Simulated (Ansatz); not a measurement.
# Calculations on Si₃H₇OCl

### Relaxation

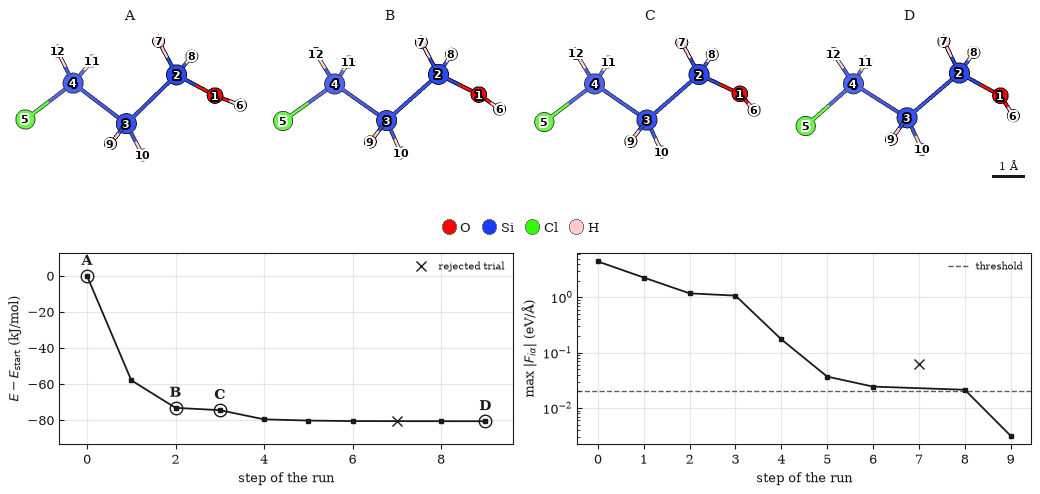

Frames of a relaxation of Si$_{3}$H$_{7}$OCl, marked on the history of the run. Style: ball-and-stick. Shown at a tilt.

The run prepares an end point of a later path (hydrogen shift) calculation, from a guessed geometry.

Method: Ansatz, RKS B3LYP-D4/STO-3G.

Input
```yaml
crystal:
  periodic: [false, false, false]
  atoms:
    - { symbol: O, position_ang: [-1.4778, 2.1819, 1.2819] }
    - { symbol: Si, position_ang: [-0.7848, 0.7443, 1.1615] }
    - { symbol: Si, position_ang: [0.1828, 0.4492, -0.9078] }
    - { symbol: Si, position_ang: [1.2537, -1.6076, -0.6887] }
    - { symbol: Cl, position_ang: [2.106, -2.1881, -2.4434] }
    - { symbol: H, position_ang: [-2.4761, 2.2668, 1.0685] }
    - { symbol: H, position_ang: [0.253, 0.6419, 2.2481] }
    - { symbol: H, position_ang: [-1.785, -0.2688, 1.363] }
    - { symbol: H, position_ang: [1.2312, 1.5269, -1.1292] }
    - { symbol: H, position_ang: [-0.8111, 0.4802, -1.9531] }
    - { symbol: H, position_ang: [0.1494, -2.6576, -0.3641] }
    - { symbol: H, position_ang: [2.2356, -1.6242, 0.3972] }
basis:
  gaussian: { orbitals: STO-3G }
hamiltonian:
  xc: b3lyp
  dispersion: d4
relax:
  f_tol: 0.02
  max_steps: 50
```

Launched with:
```bash
ansatz run input.yaml --threads 1 --pin off --max-ram 2048MiB --backend cpu --events-out ev --progress --plain --runs-dir out
```

Q: What happens along the run?

A: Over 8 accepted moves (9 points after the start) the energy falls by 80.5 kJ/mol. The largest force component goes from 4.4 to 0.0032 eV/Å. The line search rejected the trial step at point 7 of the run. H6 moves most after the best rigid fit: 0.41 Å. By element the largest moves are H 0.41 Å, Cl 0.21 Å, O 0.21 Å, Si 0.19 Å. Near-neighbour distances that change, for instance: O1–Si2 1.600 → 1.724 Å, Si4–H11 1.558 → 1.448 Å, Si4–Cl5 2.035 → 2.120 Å, Si3–H9 1.520 → 1.446 Å. Bond angles that change, for instance: Si2–O1–H6 118.7° → 104.1°, Si2–Si3–Si4 102.8° → 111.3°, Si3–Si4–H11 106.8° → 112.8°. Groups turn about O1–Si2 by about 30°. Cost: 48 s on 1 thread of Intel(R) Xeon(R) Processor @ 2.70GHz, on a shared host, peak memory 0.15 GiB. From step 0 to 2: O1 moves most (0.17 Å), energy −73.1 kJ/mol. From step 2 to 3: H6 moves most (0.19 Å), energy −1.27 kJ/mol. From step 3 to 9: H6 moves most (0.18 Å), energy −6.14 kJ/mol.

Limits of the set-up: STO-3G is a minimal basis, so the numbers are rough.

### Relaxation

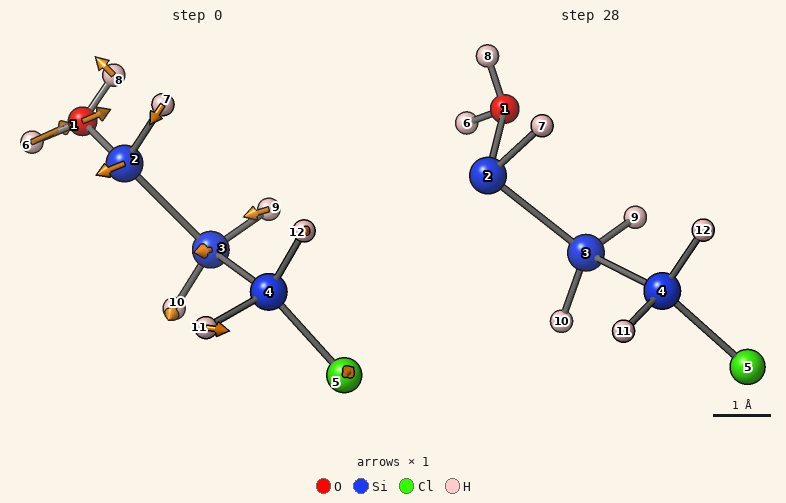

The structure of Si₃H₇OCl before (left) and after (right) a relaxation, at one scale. The orange arrows give the displacements, at their true length.

The picture is a ball-and-stick view, seen from a free direction.

The run prepares an end point of a later path (hydrogen shift) calculation, from a guessed geometry.

The calculation used Ansatz 0.2.0, RKS B3LYP-D4/STO-3G.

Input
```yaml
crystal:
  periodic: [false, false, false]
  atoms:
    - { symbol: O, position_ang: [-1.4778, 2.1819, 1.2819] }
    - { symbol: Si, position_ang: [-0.7848, 0.7443, 1.1615] }
    - { symbol: Si, position_ang: [0.1828, 0.4492, -0.9078] }
    - { symbol: Si, position_ang: [1.2537, -1.6076, -0.6887] }
    - { symbol: Cl, position_ang: [2.106, -2.1881, -2.4434] }
    - { symbol: H, position_ang: [-2.4761, 2.2668, 1.0685] }
    - { symbol: H, position_ang: [0.253, 0.6419, 2.2481] }
    - { symbol: H, position_ang: [-0.7429, 2.65841, 1.74336] }
    - { symbol: H, position_ang: [1.2312, 1.5269, -1.1292] }
    - { symbol: H, position_ang: [-0.8111, 0.4802, -1.9531] }
    - { symbol: H, position_ang: [0.1494, -2.6576, -0.3641] }
    - { symbol: H, position_ang: [2.2356, -1.6242, 0.3972] }
basis:
  gaussian: { orbitals: STO-3G }
hamiltonian:
  xc: b3lyp
  dispersion: d4
relax:
  f_tol: 0.02
  max_steps: 50
```

Command:
```bash
ansatz run input.yaml --threads 1 --pin off --max-ram 2048MiB --backend cpu --events-out ev --progress --plain --runs-dir out
```

**Summarise the run.**

After 27 accepted moves (28 points after the start) the energy has fallen by 4.356 eV. Largest force component: 13 eV/Å at the start, 0.0086 eV/Å at the end. The line search rejected the trial step at point 20 of the run. The forces were under the threshold at step 14, but the run went on from there. The largest move after the best rigid fit is that of H6, 1.01 Å. Largest moves by element: H 1.01 Å, O 0.60 Å, Si 0.59 Å, Cl 0.36 Å. Some distances before and after: O1–Si2 1.600 → 1.997 Å, Si4–H11 1.558 → 1.450 Å, Si4–Cl5 2.035 → 2.131 Å, Si3–Si4 2.329 → 2.260 Å. Among the angles between lasting bonds that change: H6–O1–H8 141.3° → 101.1°, O1–Si2–H7 107.8° → 86.2°, O1–Si2–Si3 111.4° → 89.8°. Cost: 110 s on 1 thread of Intel(R) Xeon(R) Processor @ 2.70GHz, with other jobs on the host, peak memory 0.15 GiB.

Limits of the set-up: STO-3G is a minimal basis, so the numbers are rough.

### Path

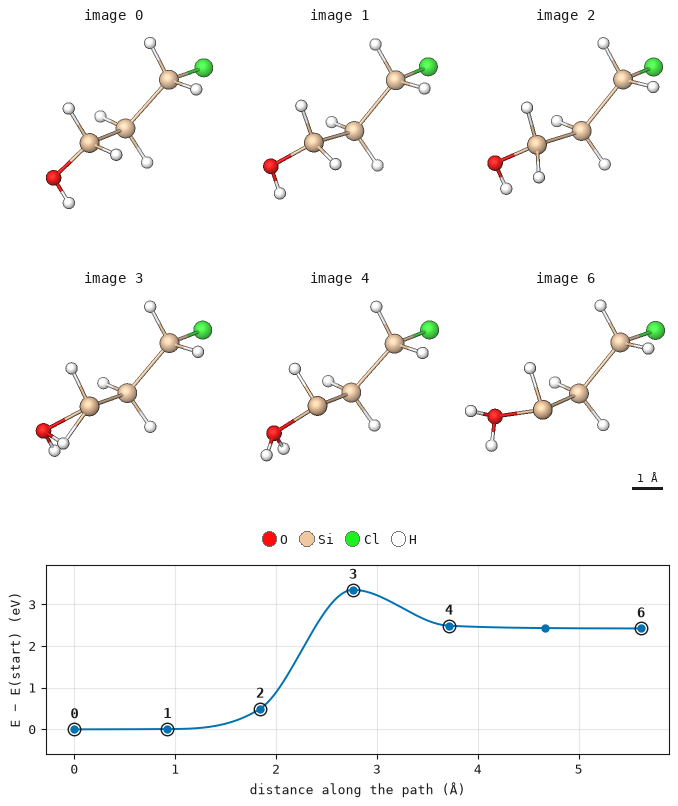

NEB run on Si3H7OCl. Images are numbered from 0 (start) to 6 (end). A ball-and-stick model, seen from a free direction.

These are results of RKS B3LYP-D4/STO-3G (Ansatz), not measurements. Run with 5 movable images; climbing image; force threshold 0.05 eV/Å; iteration limit 60; starting path through a guess of the saddle point.

> Describe the mechanism and the energy profile.

Forward barrier 3.35 eV, backward barrier 0.93 eV, with image 3 at the top; the reaction energy is +2.42 eV. A hydrogen atom shifts from one atom to another. Breaking: H–Si (1.45 → 2.51 Å). Forming: H–O (2.63 → 1.02 Å). The band converged in 14 iterations. The largest component of the band force went from 14 to 0.022 eV/Å. The climbing image converged on the top of the path. Its vibrational analysis gives one imaginary mode (1240i cm⁻¹), as a transition state must have.

Limits of the set-up: STO-3G is a minimal basis, so the numbers are rough.

Cost: 4.3 min on 1 thread of Intel(R) Xeon(R) Processor @ 2.70GHz, on a shared host, peak memory 0.15 GiB.
